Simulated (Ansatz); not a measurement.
C₂H₉InN (charge +1)

Input file:

```
crystal:
  periodic: [false, false, false]
  atoms:
    - symbol: C
      position_ang: [2.025048, -2.213929, 0.181608]
    - symbol: C
      position_ang: [1.562282, 2.019087, 0.485686]
    - symbol: In
      position_ang: [1.440426, -0.134261, 0.308229]
    - symbol: "N"
      position_ang: [-0.983489, -0.385494, 0.133720]
    - symbol: H
      position_ang: [1.646259, -2.626307, -0.773009]
    - symbol: H
      position_ang: [1.573492, -2.755351, 1.034853]
    - symbol: H
      position_ang: [3.126508, -2.288703, 0.221423]
    - symbol: H
      position_ang: [2.622950, 2.322526, 0.543357]
    - symbol: H
      position_ang: [1.080815, 2.471796, -0.401994]
    - symbol: H
      position_ang: [1.026562, 2.324126, 1.404917]
    - symbol: H
      position_ang: [-1.313903, -1.330660, 0.388104]
    - symbol: H
      position_ang: [-1.501881, 0.275698, 0.735192]
    - symbol: H
      position_ang: [-1.326292, -0.215854, -0.826811]
basis:
  gaussian:
    orbitals: def2-TZVPD
hamiltonian:
  xc: pbe0
total_charge: 1
output: {forces: true, orbitals: {seedname: orbitals}}
```

Launched as:

```sh
ansatz run input.yaml --threads 2 --pin off --max-ram 4350MiB --events-out events.jsonl --progress --plain --runs-dir runs
```

Geometry: BLYP-D3(BJ)/def2-SVP; core potentials replace the inner electrons of In.

Method: isolated molecule in a Gaussian basis; Kohn-Sham density functional theory, functional PBE0 (Ansatz).

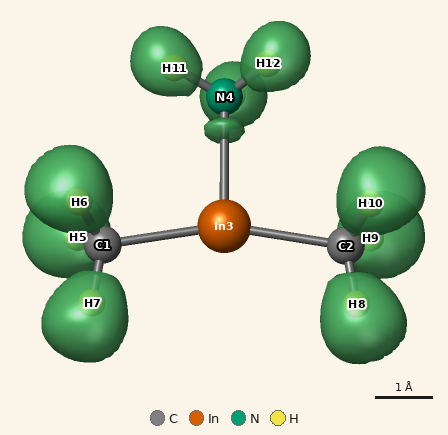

Figure 1. Isosurface of the electron localisation function at 0.9 (green), seen at a tilt. Only the valence region is drawn (cores and ρ < 0.01 e/Å³ removed).

Question: What do the ELF domains correspond to?

Answer: At this value the surface marks out nine regions around hydrogen nuclei and one lobe of the valence shell of N pointing towards In.


C–In (2.16 Å): the ELF peaks at about 0.85 in the valence shell of C, 0.7 Å from its nucleus, and drops to about 0.20 between the two atoms. In–N (2.44 Å): the ELF peaks at about 0.95 in the valence shell of N, 0.7 Å from its nucleus, and drops to about 0.10 between the two atoms.

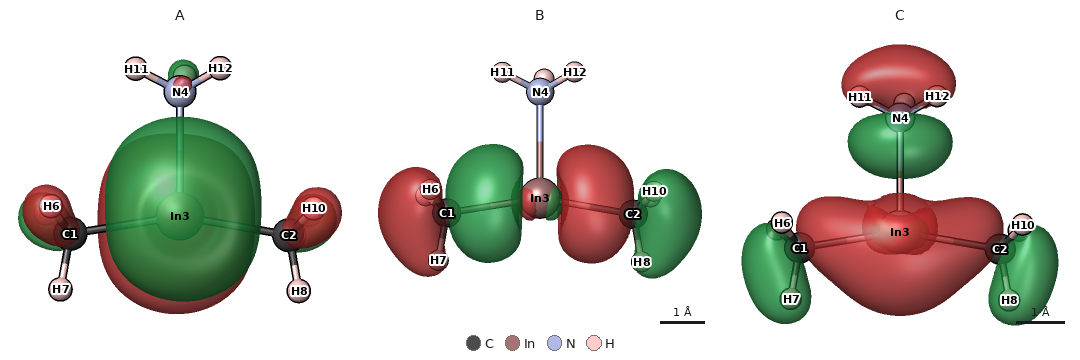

Figure 2. Three frontier orbitals at ±0.08 Å⁻³ᐟ² (green and red are the two phases), in no order.

Question: Which picture is the HOMO−1, the HOMO and the LUMO?

Answer: C is the HOMO−1 (−13.57 eV). It lies mainly on N4 (about 35 %), In3 (about 30 %), C2 (about 10 %) and C1 (about 10 %). B is the HOMO (−12.26 eV). Its weight (Hirshfeld) is mainly on C2 (about 30 %), C1 (about 30 %) and In3 (about 25 %). A is the LUMO (−5.69 eV). It lies mainly on In3 (about 80 %).

Question: What is the HOMO–LUMO gap?

Answer: 6.57 eV between the orbital energies.

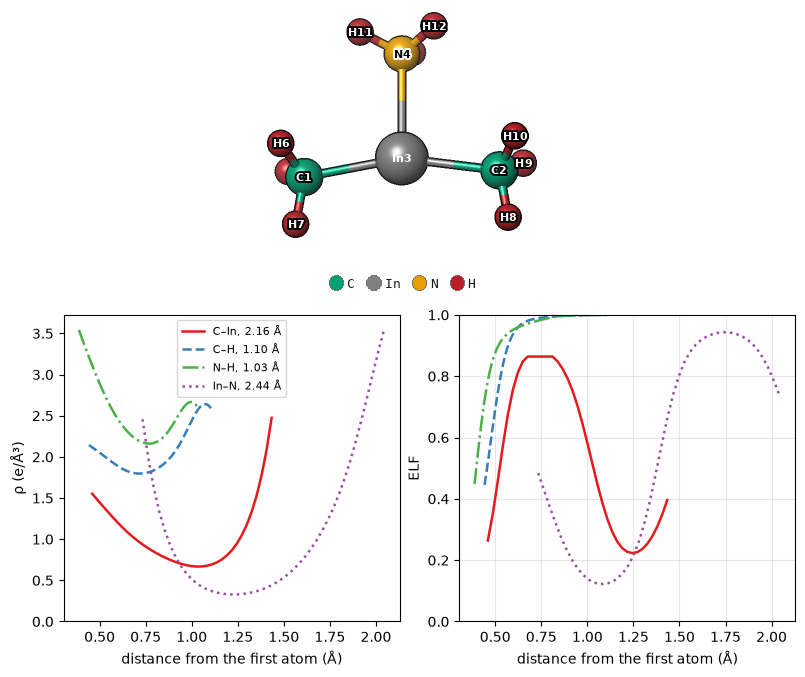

Figure 3. Electron density and electron localisation function along straight lines between neighbouring atoms. The curves leave out the atomic cores. The structure is drawn too.

Question: What can be read from the curves?

Answer: C–In (2.16 Å): ρ is about 0.68 e/Å³ halfway; the ELF peaks at about 0.85 in the valence shell of C, 0.7 Å from its nucleus, and drops to about 0.20 between the two atoms.
C–H (1.10 Å): ρ is about 2 e/Å³ halfway; the ELF climbs to about 1 towards the hydrogen, as it does in any bond to H: a covalent bond by its length.
N–H (1.03 Å): the density is about 2.8 e/Å³ at the midpoint; the ELF climbs to about 1 towards the hydrogen: an ordinary covalent bond to hydrogen.
In–N (2.44 Å): ρ is about 0.33 e/Å³ halfway; the ELF peaks at about 0.95 in the valence shell of N, 0.7 Å from its nucleus, and drops to about 0.10 between the two atoms.
